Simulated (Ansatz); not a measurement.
**Molecular dynamics, with input and output: Si$_{2}$H$_{7}$ClO$_{2}$ (part 4 of 4)**

Continued. System: Si$_{2}$H$_{7}$ClO$_{2}$. Method: RKS revPBE-D4/def2-SVP (Ansatz 0.2.0). It belongs to a series of runs on one base structure; here: dynamics from the highest image of the converged band.

Geometry of the input (Å):
```
Si -0.2141  -0.5693  0.9806
O  1.1676  -1.1712  -0.1787
O  -0.9614  0.2621  -0.3100
Si -0.7157  1.6881  -1.1600
H  0.2543  0.5232  1.8778
H  -1.2873  -1.5504  1.2882
H  1.5620  -1.8669  0.5228
Cl 1.2700  -2.1051  2.2852
H  0.8514  -1.5654  -1.0187
H  -0.0901  2.7403  -0.2802
H  0.2013  1.4365  -2.3315
H  -2.0380  2.1782  -1.6755
```

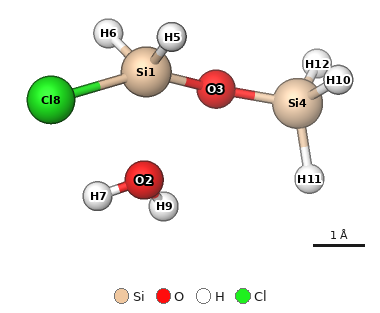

The geometry at step 151 of the log (ball-and-stick view, seen at a tilt; atoms are numbered from 1 in the order of the input).

Trajectory as extended XYZ, continued
```
12
Properties=species:S:1:pos:R:3:forces:R:3 step=97 time_fs=48.5 energy=-32469.78018 temperature=151.0
Si   -0.1590   -0.6208    1.0955    0.0550  -0.5019  -0.2899
O     1.2872   -1.1798   -0.2952   -0.5523   0.4403  -0.8299
O    -0.8104    0.3449   -0.1794    0.3087   0.0568  -0.3273
Si   -0.7872    1.6719   -1.2203   -0.6459  -0.0598   1.0022
H     0.2772    0.4082    2.0245    0.1224   0.7138   0.3906
H    -1.4001   -1.4353    1.2593    0.1196  -0.1700   0.0603
H     1.8470   -1.9492   -0.0451   -0.2116  -0.0783   0.3015
Cl    1.1665   -2.0871    2.2620   -0.1711  -0.0281  -0.2134
H     0.9832   -1.2571   -1.2367    0.1981   0.0570   0.5490
H    -0.3367    2.9543   -0.5015    0.0494  -0.4010  -0.2975
H     0.1077    1.3060   -2.3522    0.1905   0.1379  -0.3627
H    -2.2248    1.9454   -1.6947    0.5371  -0.1665   0.0170
12
Properties=species:S:1:pos:R:3:forces:R:3 step=103 time_fs=51.5 energy=-32469.78410 temperature=154.1
Si   -0.1587   -0.6209    1.1084    0.2338   0.1940  -0.0694
O     1.2891   -1.1775   -0.3026    0.0450   0.0844  -0.0087
O    -0.7933    0.3461   -0.1819    0.2133  -0.0817  -0.1652
Si   -0.7932    1.6658   -1.2179   -0.4841   0.3600   0.9294
H     0.2471    0.4724    2.0321    0.0166   0.1417   0.0661
H    -1.4041   -1.4125    1.2717   -0.0032  -0.2750   0.0834
H     1.8365   -1.9631   -0.0760   -0.1639   0.0502   0.5097
Cl    1.1609   -2.0864    2.2561   -0.2219   0.0756  -0.2206
H     1.0656   -1.2573   -1.2431   -0.3359   0.2288  -0.4492
H    -0.3088    2.9752   -0.5118   -0.1608  -0.6924  -0.4037
H     0.0996    1.3118   -2.3482    0.2654   0.0885  -0.4483
H    -2.2250    1.9364   -1.7345    0.5956  -0.1740   0.1765
12
Properties=species:S:1:pos:R:3:forces:R:3 step=108 time_fs=54.0 energy=-32469.82405 temperature=184.8
Si   -0.1580   -0.6206    1.1189    0.2803   0.8241   0.1103
O     1.2906   -1.1750   -0.3093    0.0989  -0.1066  -0.1765
O    -0.7781    0.3468   -0.1847    0.1204  -0.2535   0.0180
Si   -0.7994    1.6615   -1.2138    0.2846   0.0286   0.3078
H     0.2237    0.5375    2.0443   -0.0919  -0.4621  -0.2642
H    -1.4066   -1.4107    1.2872    0.0219  -0.2303   0.0644
H     1.8169   -1.9723   -0.0698   -0.1472   0.1041   0.4660
Cl    1.1558   -2.0857    2.2508   -0.2177   0.1442  -0.2196
H     1.1166   -1.2432   -1.2673   -0.3358   0.2960  -0.1517
H    -0.2945    2.9501   -0.5454   -0.1340  -0.3836  -0.1757
H     0.1089    1.3230   -2.3725    0.0117   0.1280  -0.0950
H    -2.1881    1.9178   -1.7573    0.1088  -0.0888   0.1161
12
Properties=species:S:1:pos:R:3:forces:R:3 step=114 time_fs=57.0 energy=-32469.80168 temperature=167.7
Si   -0.1565   -0.6180    1.1318    0.0574   0.9845  -0.0939
O     1.2927   -1.1725   -0.3185   -0.1023   0.0016  -0.5180
O    -0.7593    0.3464   -0.1880   -0.0006  -0.4352   0.2108
Si   -0.8058    1.6562   -1.2081    1.1128  -0.7976  -0.5143
H     0.1892    0.5799    2.0397   -0.0481  -0.6791  -0.2542
H    -1.4067   -1.4254    1.3106    0.1606  -0.0601   0.0025
H     1.7822   -1.9759   -0.0281   -0.0801   0.0483   0.1509
Cl    1.1493   -2.0846    2.2440   -0.1489   0.1781  -0.1996
H     1.1531   -1.2045   -1.3005   -0.1433   0.1439   0.6593
H    -0.2860    2.8957   -0.5963    0.1032   0.4548   0.3248
H     0.1198    1.3463   -2.4073   -0.2574   0.1195   0.3010
H    -2.1400    1.8892   -1.7771   -0.6533   0.0413  -0.0694
12
Properties=species:S:1:pos:R:3:forces:R:3 step=119 time_fs=59.5 energy=-32469.78454 temperature=154.4
Si   -0.1551   -0.6136    1.1423   -0.1901   0.6115  -0.5541
O     1.2941   -1.1705   -0.3278   -0.0941   0.1596   0.6984
O    -0.7436    0.3443   -0.1899   -0.0960  -0.5100   0.2972
Si   -0.8087    1.6501   -1.2045    1.0661  -0.9329  -0.8997
H     0.1576    0.5733    2.0203    0.1114  -0.3445   0.0965
H    -1.3971   -1.4425    1.3304    0.2027   0.0596  -0.0553
H     1.7477   -1.9753    0.0176   -0.0269   0.0345  -0.1856
Cl    1.1435   -2.0834    2.2379   -0.0546   0.1653  -0.1703
H     1.1727   -1.1625   -1.2943   -0.1546  -0.0912  -0.0996
H    -0.2737    2.8751   -0.6203    0.1558   0.7650   0.5214
H     0.1138    1.3733   -2.4191   -0.2595   0.0295   0.3453
H    -2.1371    1.8672   -1.7963   -0.6603   0.0534   0.0059
12
Properties=species:S:1:pos:R:3:forces:R:3 step=124 time_fs=62.0 energy=-32469.77403 temperature=146.1
Si   -0.1540   -0.6079    1.1516   -0.3147   0.0385  -1.0818
O     1.2952   -1.1678   -0.3346   -0.1676   0.3439   1.4167
O    -0.7282    0.3403   -0.1907   -0.1772  -0.4904   0.3076
Si   -0.8095    1.6421   -1.2027    0.5571  -0.1655  -0.7832
H     0.1327    0.5474    2.0073    0.2858   0.2403   0.5576
H    -1.3762   -1.4564    1.3470    0.0910   0.0867  -0.0952
H     1.7120   -1.9732    0.0527    0.0831  -0.0731  -0.4153
Cl    1.1377   -2.0818    2.2316    0.0530   0.1278  -0.1320
H     1.1832   -1.1255   -1.2924   -0.1279  -0.2564  -0.5004
H    -0.2540    2.8959   -0.6153   -0.1300   0.2554   0.3030
H     0.0932    1.4018   -2.4115   -0.0630  -0.0985   0.1185
H    -2.1708    1.8481   -1.8140   -0.0896  -0.0086   0.3046
12
Properties=species:S:1:pos:R:3:forces:R:3 step=130 time_fs=65.0 energy=-32469.73011 temperature=112.4
Si   -0.1535   -0.6009    1.1597   -0.1408  -0.0537  -1.1545
O     1.2955   -1.1628   -0.3367   -0.3158   0.5462   0.4617
O    -0.7107    0.3332   -0.1902   -0.2427  -0.3623   0.2600
Si   -0.8089    1.6323   -1.2026   -0.0165   0.7765  -0.2125
H     0.1247    0.5342    2.0342    0.2783   0.3728   0.5802
H    -1.3457   -1.4669    1.3594   -0.1667   0.0277  -0.1117
H     1.6763   -1.9776    0.0627    0.1970  -0.2196  -0.4776
Cl    1.1308   -2.0797    2.2237    0.1686   0.0667  -0.0764
H     1.1871   -1.1020   -1.3155    0.0000  -0.3964   0.5496
H    -0.2422    2.9369   -0.5875   -0.4647  -0.4835  -0.0553
H     0.0656    1.4279   -2.3957    0.2548  -0.2200  -0.2866
H    -2.2162    1.8242   -1.8106    0.4486  -0.0544   0.5230
12
Properties=species:S:1:pos:R:3:forces:R:3 step=135 time_fs=67.5 energy=-32469.76617 temperature=140.2
Si   -0.1535   -0.5951    1.1638    0.1006   0.3769  -0.6090
O     1.2946   -1.1565   -0.3359   -0.0573   0.2118   0.6660
O    -0.6971    0.3257   -0.1887   -0.2649  -0.2033   0.2002
Si   -0.8083    1.6257   -1.2031   -0.0757   0.9227   0.0979
H     0.1357    0.5452    2.0928    0.0791  -0.1138   0.0518
H    -1.3298   -1.4734    1.3625   -0.2946   0.0184  -0.1147
H     1.6584   -1.9937    0.0401    0.1285  -0.0288  -0.4367
Cl    1.1254   -2.0778    2.2169    0.2320   0.0138  -0.0283
H     1.1888   -1.1069   -1.3092   -0.0958  -0.2941   0.2464
H    -0.2607    2.9438   -0.5659   -0.4805  -0.6404  -0.1715
H     0.0570    1.4359   -2.3986    0.2942  -0.2240  -0.3404
H    -2.2283    1.8012   -1.7752    0.4342  -0.0392   0.4385
12
Properties=species:S:1:pos:R:3:forces:R:3 step=141 time_fs=70.5 energy=-32469.82790 temperature=187.8
Si   -0.1532   -0.5872    1.1672    0.1292   0.4764   0.0634
O     1.2934   -1.1481   -0.3314    0.3326  -0.2453   0.9681
O    -0.6821    0.3157   -0.1859   -0.2638   0.0401   0.0726
Si   -0.8076    1.6202   -1.2035    0.3996   0.2748   0.0239
H     0.1542    0.5481    2.1648   -0.1282  -0.4932  -0.4877
H    -1.3325   -1.4787    1.3572   -0.1983   0.1411  -0.1158
H     1.6468   -2.0146   -0.0191    0.0813   0.1188  -0.1157
Cl    1.1194   -2.0755    2.2088    0.2571  -0.0372   0.0347
H     1.1816   -1.1340   -1.2903   -0.3142   0.0019  -0.5271
H    -0.3184    2.9059   -0.5519   -0.1829  -0.1832  -0.0269
H     0.0672    1.4289   -2.4252    0.0030  -0.1150   0.0357
H    -2.2131    1.7709   -1.7008   -0.1153   0.0208   0.0748
12
Properties=species:S:1:pos:R:3:forces:R:3 step=146 time_fs=73.0 energy=-32469.80488 temperature=170.1
Si   -0.1527   -0.5795    1.1700   -0.0386   0.0296   0.2669
O     1.2936   -1.1420   -0.3241    0.3544  -0.3850  -0.3814
O    -0.6707    0.3076   -0.1833   -0.2484   0.2772  -0.1001
Si   -0.8062    1.6163   -1.2038    0.6602  -0.5962  -0.1761
H     0.1626    0.5213    2.1963   -0.1635  -0.3460  -0.5323
H    -1.3480   -1.4743    1.3452   -0.0251   0.2538  -0.0914
H     1.6430   -2.0256   -0.0770    0.1323   0.0142   0.2587
Cl    1.1149   -2.0736    2.2021    0.2526  -0.0795   0.0910
H     1.1568   -1.1575   -1.2990   -0.2999   0.2587   0.3160
H    -0.3791    2.8617   -0.5419    0.1884   0.5203   0.2540
H     0.0772    1.4151   -2.4469   -0.2321  -0.0006   0.3277
H    -2.2057    1.7466   -1.6323   -0.5803   0.0534  -0.2330
12
Properties=species:S:1:pos:R:3:forces:R:3 step=151 time_fs=75.5 energy=-32469.77839 temperature=149.7
Si   -0.1523   -0.5718    1.1733   -0.2183  -0.6774   0.0800
O     1.2952   -1.1374   -0.3180    0.4008  -0.6144  -0.9306
O    -0.6602    0.3005   -0.1810   -0.2177   0.5029  -0.3098
Si   -0.8035    1.6113   -1.2044    0.2747  -0.8694  -0.1055
H     0.1618    0.4756    2.1980   -0.0647   0.1635  -0.1863
H    -1.3654   -1.4552    1.3280    0.0686   0.2522  -0.0296
H     1.6466   -2.0345   -0.1204    0.0958   0.1180   0.4467
Cl    1.1108   -2.0719    2.1955    0.2379  -0.1339   0.1499
H     1.1141   -1.1661   -1.2924   -0.2644   0.4140   0.5664
H    -0.4297    2.8462   -0.5180    0.3541   0.7352   0.2909
H     0.0744    1.4010   -2.4503   -0.2668   0.0766   0.3468
H    -2.2297    1.7253   -1.5766   -0.4000   0.0326  -0.3189
12
Properties=species:S:1:pos:R:3:forces:R:3 step=157 time_fs=78.5 energy=-32469.77679 temperature=148.3
Si   -0.1524   -0.5646    1.1774   -0.2280  -1.3044  -0.2693
O     1.2991   -1.1348   -0.3145    0.5374  -0.5200  -0.0681
O    -0.6486    0.2945   -0.1799   -0.1598   0.6713  -0.5313
Si   -0.7997    1.6031   -1.2052   -0.6756  -0.0762   0.6487
H     0.1568    0.4370    2.1885    0.0933   0.7588   0.3170
H    -1.3818   -1.4140    1.3056   -0.0002   0.0762   0.0771
H     1.6580   -2.0352   -0.1387    0.0307   0.1945   0.3758
Cl    1.1064   -2.0701    2.1880    0.2041  -0.2000   0.2247
H     1.0406   -1.1453   -1.2505   -0.3565   0.2936  -0.3265
H    -0.4645    2.8780   -0.4708    0.2251   0.0249  -0.1814
H     0.0521    1.3899   -2.4301   -0.0186   0.0837  -0.0188
H    -2.2840    1.7021   -1.5339    0.3480  -0.0024  -0.2480
12
Properties=species:S:1:pos:R:3:forces:R:3 step=162 time_fs=81.0 energy=-32469.75395 temperature=130.7
Si   -0.1529   -0.5615    1.1803    0.0383  -1.0845  -0.0659
O     1.3044   -1.1347   -0.3125    0.1592   0.0998  -0.2516
O    -0.6397    0.2922   -0.1812   -0.1009   0.6493  -0.5983
Si   -0.7980    1.5959   -1.2045   -1.2106   0.6165   1.2268
H     0.1573    0.4496    2.1969    0.0540   0.6092   0.1723
H    -1.3955   -1.3740    1.2915   -0.1138  -0.1082   0.1629
H     1.6701   -2.0248   -0.1295    0.0324  -0.0749   0.1419
Cl    1.1031   -2.0690    2.1821    0.1629  -0.2341   0.2873
H     0.9583   -1.1089   -1.2271   -0.0520  -0.0125   0.0371
H    -0.4780    2.9097   -0.4410    0.1200  -0.5126  -0.5156
H     0.0315    1.3860   -2.4133    0.2381   0.0500  -0.3792
H    -2.3107    1.6828   -1.5151    0.6722   0.0019  -0.2178
12
Properties=species:S:1:pos:R:3:forces:R:3 step=168 time_fs=84.0 energy=-32469.75344 temperature=130.3
Si   -0.1534   -0.5606    1.1838    0.3191  -0.3502   0.4938
O     1.3114   -1.1339   -0.3115   -0.2811   0.5678  -0.4781
O    -0.6294    0.2925   -0.1855   -0.0226   0.3725  -0.4586
Si   -0.7992    1.5890   -1.2004   -0.9579   0.8517   0.9673
H     0.1609    0.5073    2.2159   -0.1105  -0.0716  -0.3950
H    -1.4201   -1.3344    1.2876   -0.0837  -0.1862   0.2173
H     1.6858   -2.0174   -0.1088   -0.1231  -0.1082  -0.1749
Cl    1.0995   -2.0682    2.1757    0.1025  -0.2463   0.3683
H     0.8593   -1.0683   -1.1920    0.4375  -0.3923   0.5214
H    -0.4842    2.9094   -0.4444    0.1174  -0.5338  -0.5058
H     0.0242    1.3856   -2.4207    0.2054   0.0597  -0.2957
H    -2.2934    1.6602   -1.5102    0.3970   0.0370  -0.2600
12
Properties=species:S:1:pos:R:3:forces:R:3 step=173 time_fs=86.5 energy=-32469.76148 temperature=136.4
Si   -0.1532   -0.5608    1.1877    0.2462   0.0296   0.6640
O     1.3164   -1.1312   -0.3123    0.1310   0.4895   0.3872
O    -0.6210    0.2944   -0.1910    0.0300  -0.0144  -0.1866
Si   -0.8024    1.5852   -1.1946   -0.1937   0.5139   0.0545
H     0.1577    0.5544    2.2094   -0.1498  -0.4260  -0.5784
H    -1.4456   -1.3129    1.2983    0.1074  -0.1185   0.2056
H     1.6914   -2.0178   -0.1014   -0.2889   0.0709  -0.3168
Cl    1.0968   -2.0680    2.1711    0.0528  -0.2434   0.4395
H     0.8004   -1.0578   -1.1355    0.1369  -0.4553  -0.2907
H    -0.4814    2.8762   -0.4793    0.2109  -0.0134  -0.1574
H     0.0310    1.3891   -2.4456   -0.0431   0.0937   0.1158
H    -2.2533    1.6436   -1.5232   -0.2398   0.0734  -0.3368
12
Properties=species:S:1:pos:R:3:forces:R:3 step=178 time_fs=89.0 energy=-32469.74759 temperature=125.9
Si   -0.1525   -0.5611    1.1930    0.0259   0.0534   0.4637
O     1.3218   -1.1265   -0.3120    0.1836   0.6271   0.4385
O    -0.6125    0.2962   -0.1972    0.0252  -0.3987   0.1003
Si   -0.8061    1.5825   -1.1888    0.2716   0.0342  -0.8783
H     0.1462    0.5780    2.1702   -0.0570  -0.3764  -0.3594
H    -1.4649   -1.2985    1.3210    0.2765  -0.0379   0.1547
H     1.6811   -2.0160   -0.1117   -0.2021  -0.1259  -0.2166
Cl    1.0941   -2.0682    2.1672    0.0120  -0.2331   0.5078
H     0.7504   -1.0738   -1.0933   -0.0033  -0.3792  -0.5528
H    -0.4658    2.8430   -0.5231    0.3128   0.6556   0.2797
H     0.0358    1.3981   -2.4643   -0.2013   0.0835   0.3934
H    -2.2264    1.6314   -1.5560   -0.6439   0.0975  -0.3310
12
Properties=species:S:1:pos:R:3:forces:R:3 step=184 time_fs=92.0 energy=-32469.77565 temperature=147.3
Si   -0.1515   -0.5613    1.2005   -0.1457  -0.2759  -0.1165
O     1.3286   -1.1178   -0.3101   -0.5253   0.3759  -0.6958
O    -0.6022    0.2963   -0.2042   -0.0940  -0.6802   0.3124
Si   -0.8100    1.5794   -1.1843   -0.0333   0.3037  -1.2781
H     0.1295    0.5809    2.0993    0.1735   0.1456   0.2666
H    -1.4671   -1.2844    1.3601    0.2499  -0.0346   0.0789
H     1.6541   -2.0242   -0.1394   -0.0267  -0.1659   0.0328
Cl    1.0909   -2.0690    2.1636   -0.0100  -0.2236   0.5724
H     0.6977   -1.1213   -1.0761    0.5840  -0.1006   0.2335
H    -0.4240    2.8513   -0.5551    0.1523   0.5522   0.3291
H     0.0270    1.4147   -2.4577   -0.1188  -0.0002   0.2985
H    -2.2390    1.6243   -1.6190   -0.2060   0.1036  -0.0339
12
Properties=species:S:1:pos:R:3:forces:R:3 step=189 time_fs=94.5 energy=-32469.74269 temperature=121.9
Si   -0.1510   -0.5621    1.2066   -0.0774  -0.3271  -0.4354
O     1.3325   -1.1092   -0.3109   -0.2897  -0.4824  -0.6873
O    -0.5940    0.2937   -0.2087   -0.2566  -0.7296   0.3692
Si   -0.8132    1.5776   -1.1834   -0.4071   1.0465  -0.9737
H     0.1258    0.5900    2.0544    0.3071   0.4429   0.6123
H    -1.4530   -1.2753    1.3983    0.0429  -0.1033   0.0283
H     1.6290   -2.0397   -0.1613    0.0536   0.3005   0.2204
Cl    1.0882   -2.0700    2.1618   -0.0014  -0.2260   0.5988
H     0.6860   -1.1681   -1.0542    0.3490   0.2440  -0.0208
H    -0.3793    2.8930   -0.5612   -0.1879  -0.1710   0.0597
H     0.0121    1.4288   -2.4332    0.1253  -0.0909  -0.0632
H    -2.2647    1.6252   -1.6747    0.3422   0.0962   0.2917
12
Properties=species:S:1:pos:R:3:forces:R:3 step=195 time_fs=97.5 energy=-32469.66971 temperature=65.7
Si   -0.1505   -0.5637    1.2128    0.2106   0.3821  -0.2080
O     1.3361   -1.1010   -0.3149    0.1323  -0.6932  -0.2854
O    -0.5855    0.2870   -0.2124   -0.4781  -0.5986   0.3220
Si   -0.8182    1.5784   -1.1850   -0.3879   1.3913  -0.5060
H     0.1441    0.6305    2.0447    0.2123  -0.0133   0.3507
H    -1.4339   -1.2726    1.4461   -0.1838  -0.1404  -0.0223
H     1.6051   -2.0376   -0.1692    0.3239   0.2010   0.4321
Cl    1.0850   -2.0718    2.1608    0.0350  -0.2384   0.5933
H     0.6939   -1.2049   -1.0356   -0.2385   0.4660  -0.6454
H    -0.3412    2.9285   -0.5641   -0.4528  -0.6785  -0.1119
H     0.0051    1.4384   -2.4103    0.3365  -0.1563  -0.3910
H    -2.2697    1.6337   -1.7184    0.4906   0.0782   0.4719
12
Properties=species:S:1:pos:R:3:forces:R:3 step=200 time_fs=100.0 energy=-32469.70192 temperature=90.4
Si   -0.1497   -0.5642    1.2175    0.3342   0.9515   0.0747
O     1.3392   -1.0970   -0.3197   -0.3481  -0.4458  -0.7270
O    -0.5804    0.2790   -0.2141   -0.6681  -0.3564   0.2017
Si   -0.8232    1.5822   -1.1876    0.1909   0.9631  -0.4288
H     0.1735    0.6651    2.0607    0.0410  -0.5398  -0.0247
H    -1.4283   -1.2788    1.4846   -0.1561  -0.0399  -0.0830
H     1.6047   -2.0227   -0.1491    0.3924  -0.1282   0.3870
Cl    1.0824   -2.0738    2.1612    0.0856  -0.2613   0.5675
H     0.6918   -1.2062   -1.0549    0.2343   0.4724  -0.0788
H    -0.3373    2.9174   -0.5724   -0.4326  -0.5425  -0.0327
H     0.0193    1.4367   -2.4138    0.2029  -0.1363  -0.2306
H    -2.2440    1.6460   -1.7254    0.1235   0.0632   0.3748
```
